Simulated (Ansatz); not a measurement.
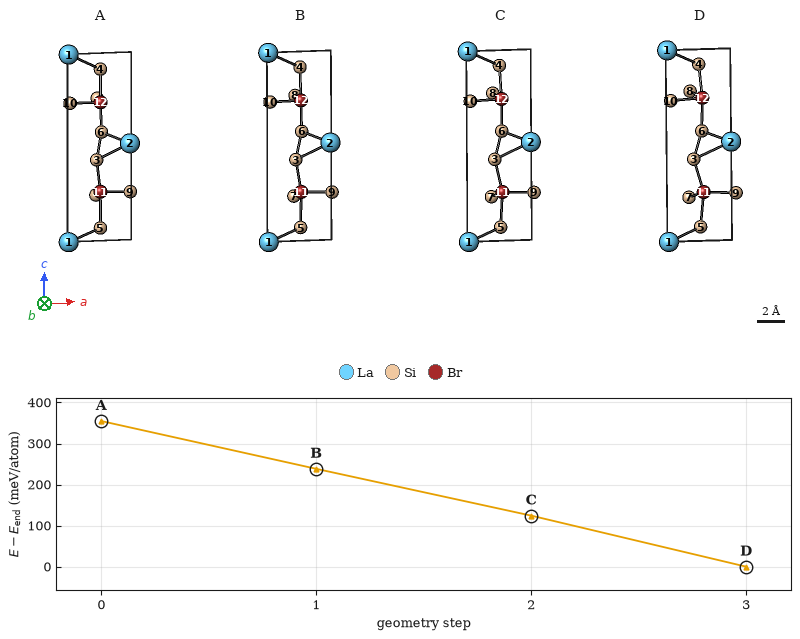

Frames of a relaxation of a crystal of LaSi$_{4}$Br (a generated structure, set up in P1) (coarse preliminary run), marked on the history of the run. A ball-and-stick model of the cell of the calculation, seen along the b axis.

All numbers below come from DFT PBE, scalar-relativistic, plane waves, PAW (Ansatz).

Input file:
```yaml
crystal:
  lattice:
    - [4.8178045298, 0.0383162347, 0.0902381252]
    - [0.0383162347, 4.8263706097, 0.0181823108]
    - [0.2696589682, 0.0543342756, 14.1809102566]
  atoms:
    - { symbol: La, position: [0.0189990712, 0.0347974584, -0.0015976082] }
    - { symbol: La, position: [-0.0195456383, 0.0333400821, 0.513213946] }
    - { symbol: Si, position: [0.458368445, 0.4586730229, 0.4311864035] }
    - { symbol: Si, position: [0.5172234984, 0.5764292182, 0.9143364941] }
    - { symbol: Si, position: [0.5173815813, 0.5046352783, 0.0677201787] }
    - { symbol: Si, position: [0.5337183071, 0.483323047, 0.578790621] }
    - { symbol: Si, position: [0.4457503861, -0.071085859, 0.2443133453] }
    - { symbol: Si, position: [0.4663704437, -0.011764852, 0.7597068835] }
    - { symbol: Si, position: [-0.0131925103, 0.4894073005, 0.2553399955] }
    - { symbol: Si, position: [0.0392681855, 0.4933896922, 0.7381186711] }
    - { symbol: Br, position: [0.5170514678, 0.5001643562, 0.2612111317] }
    - { symbol: Br, position: [0.5186067624, 0.5086912553, 0.7376599377] }
basis:
  ecutwfc: 420
kpoints:
  mp_grid: { grid: [4, 4, 2] }
hamiltonian:
  xc: pbe
scf:
  occupations: { method: gaussian, width: 0.2 }
  lower_state_search: "off"
output:
  forces: true
  stress: true
  eigenvalues: true
relax:
  adjacent_minimum: "off"
  f_tol: 0.025
  max_steps: 60
  cell: { stress_tol: 0.25 }
```

Launched with:
```bash
ansatz run input.yaml --threads 1 --pin off --max-ram 2048MiB --backend cpu --events-out ev --progress --plain --runs-dir out
```

Question: Describe the path.

Answer: The run was cut off at its time limit before the relaxation converged, so the last structure is only a point on the way. The energy falls by 355 meV per atom in 3 geometry steps. The largest force component goes from 3.5 to 1.9 eV/Å. Pressure: 2.60 GPa at the start and −1.13 GPa at the end. Si7 moves most relative to the cell: 0.58 Å in a general direction near [−3 1 −1]. By element the largest moves are Si 0.58 Å, Br 0.32 Å, La 0.12 Å. The volume changes by +0.4 %, with a 4.819 → 4.887 Å (+1.4 %), b 4.827 → 4.679 Å (−3.1 %), c 14.184 → 14.484 Å (+2.1 %), α 89.6° → 89.0°, β 87.8° → 88.9°, γ 89.1° → 89.3°. Among the contacts that change: Si7–Si9 3.467 → 2.843 Å, Si7–Si9 (another image) 3.088 → 2.555 Å, Si7–Br11 2.106 → 2.589 Å, La1–Si7 4.140 → 3.697 Å. Among the angles between lasting bonds that change: Br11–Si7–Br11 159.6° → 126.3°, Si7–Br11–Si7 159.6° → 126.3°, Si8–Br12–Si8 161.4° → 132.1°. The space group stays P1 (No. 1). From step 0 to 1: Si7 moves most (0.20 Å), volume +0.6 %, energy −116 meV per atom. From step 1 to 2: Si7 moves most (0.20 Å), volume +0.2 %, energy −114 meV per atom. From step 2 to 3: Si7 moves most (0.20 Å), volume −0.4 %, energy −124 meV per atom.

| step | E − E(0), meV/atom | largest force component, eV/Å | pressure, GPa | volume, Å³/atom |
| --- | --- | --- | --- | --- |
| 0 | 0.00 | 3.5146 | 2.60 | 27.467 |
| 1 | -116.40 | 1.7508 | 0.94 | 27.642 |
| 2 | -230.37 | 1.9624 | -0.39 | 27.708 |
| 3 | -354.73 | 1.8594 | -1.13 | 27.588 |
